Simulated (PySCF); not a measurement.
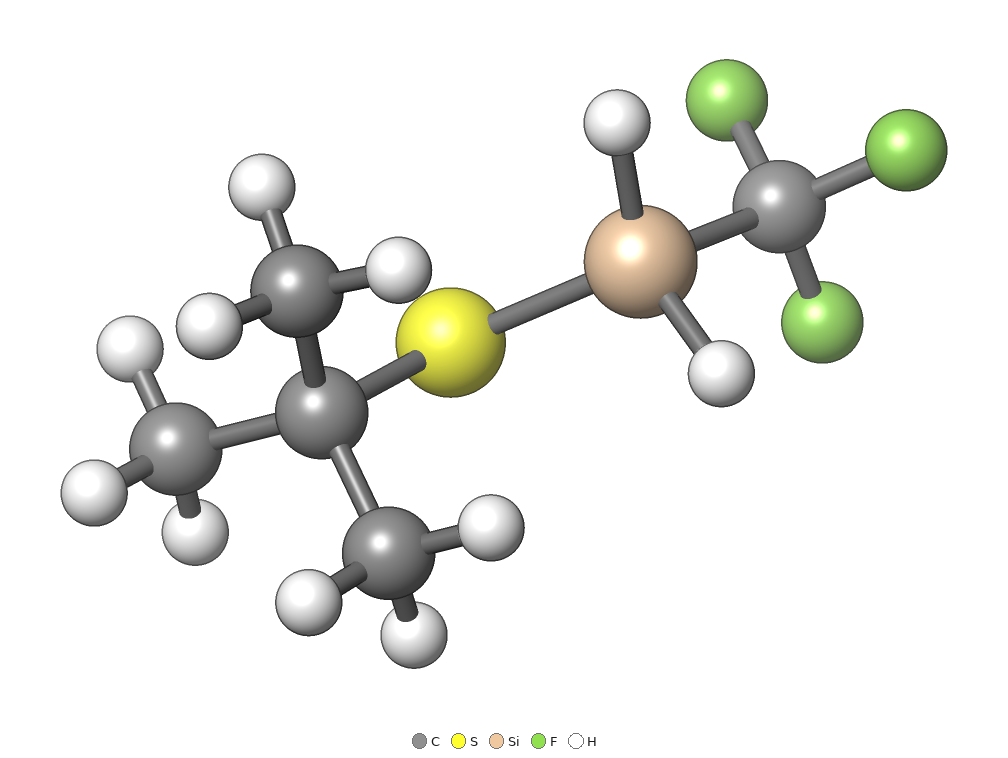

Computed geometry: GFN2-xTB optimisation. No frequency run is at hand to confirm it as a minimum. Level of theory: PBE0/pcSseg-1, gas phase (PySCF 2.14.0).

What does the calculation give?

The species is C₅H₁₁F₃SSi (`CC(C)(C)S[SiH2]C(F)(F)F`).
- dipole moment: 4.56 D
- HOMO energy (Kohn–Sham orbital): −7.31 eV
- LUMO energy (Kohn–Sham orbital): −0.44 eV
- HOMO–LUMO gap: 6.87 eV

The geometry is semi-empirical. Around Si such bond lengths and angles can be off by a tenth of an ångström or more and by several degrees, and values that hang on the shape move with them.
